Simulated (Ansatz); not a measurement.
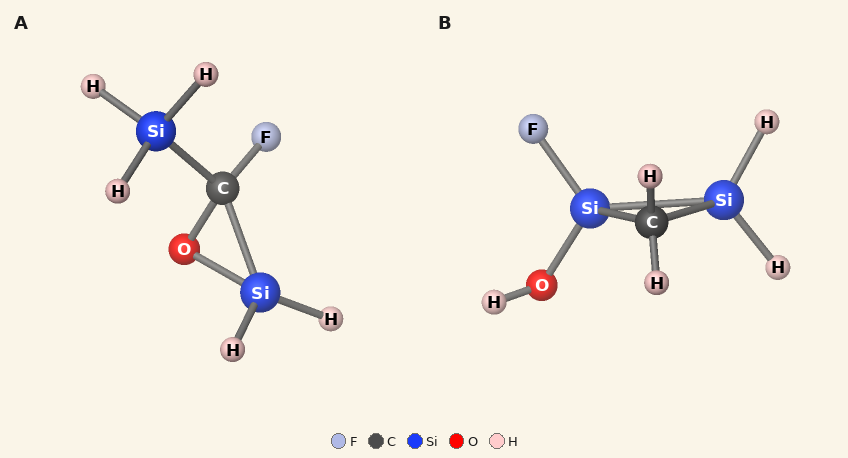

2 stationary structures of one formula. Geometries: PBE-D4/def2-SVP. Electronic energies: PBE-D4/def2-SVP (Ansatz 0.2.0), without zero-point energy. No frequency run is at hand to confirm each as a minimum.

### Which structure is the most stable?

B is lowest; A lies 256.8 kJ/mol above it. A is `F[C@@]1([SiH3])O[SiH2]1`, B is `O[Si@@]1(F)C[SiH2]1`.
